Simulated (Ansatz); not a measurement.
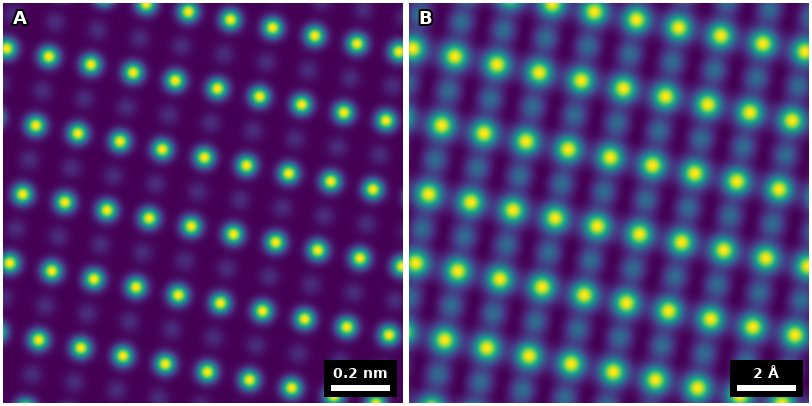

Two simulated images of the same area of CoO (Fm-3m, No. 225) along [211], with a probe of 0.56 Å. One is incoherent Z contrast (Z^1.7 per atom), the other the projected potential of neutral atoms blurred by the probe (iDPC-like, thin sample). Brightness is counted from the darkest point of the image. Model: the input geometry of a calculation; the starting structure was generated, so it need not be a known form of this composition.

Question: Which panel is which, and how can one tell?

Answer: A is the Z-contrast image and B the potential image. The columns of 1 O per repeat reach about 13 % of the brightest peak (1 Co) in A but about 35 % in B, mainly since the potential grows much more slowly with atomic number.
